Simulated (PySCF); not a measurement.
| atom | x (Å) | y (Å) | z (Å) |
| --- | --- | --- | --- |
| F | 1.4072 | 2.2894 | 0.3711 |
| C | 0.7164 | 1.1638 | 0.1071 |
| C | -0.5922 | 1.1831 | -0.0785 |
| C | -1.3130 | -0.1017 | -0.3549 |
| F | -2.5042 | -0.1292 | 0.3418 |
| C | -0.4456 | -1.2934 | 0.0754 |
| O | 0.8517 | -1.1767 | -0.4545 |
| C | 1.5588 | -0.0751 | 0.0629 |
| H | -1.1724 | 2.0897 | -0.0295 |
| H | -1.5838 | -0.1754 | -1.4176 |
| H | -0.8511 | -2.2306 | -0.3092 |
| H | -0.4236 | -1.3322 | 1.1739 |
| H | 2.4221 | 0.0769 | -0.5912 |
| H | 1.9289 | -0.2890 | 1.0809 |

Geometry: GFN2-xTB.

Level of theory: CAM-B3LYP/def2-SVPD, SCF density, gas phase in PySCF.

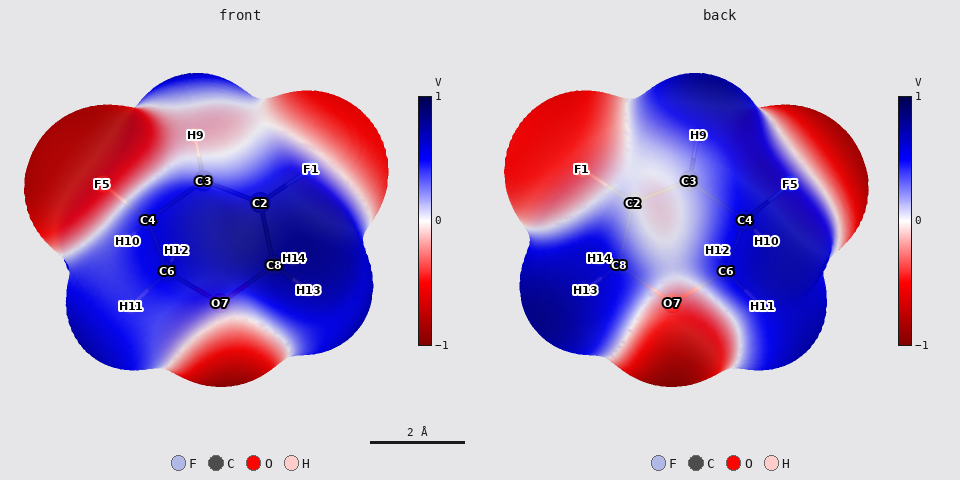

C5H6F2O (SMILES FC1=C[C@H](F)COC1). The molecular electrostatic potential painted on the density surface at 0.001 e/bohr³, seen from the front and from behind; the colour scale runs from red (negative) to blue (positive).

Where is the surface potential most negative and most positive?

The most negative region (about −0.9 V) lies over O7, the most positive (about +0.8 V) over H9, H12, H13 and H14.

What dipole moment does the calculation give?

Its dipole moment is 0.87 D.
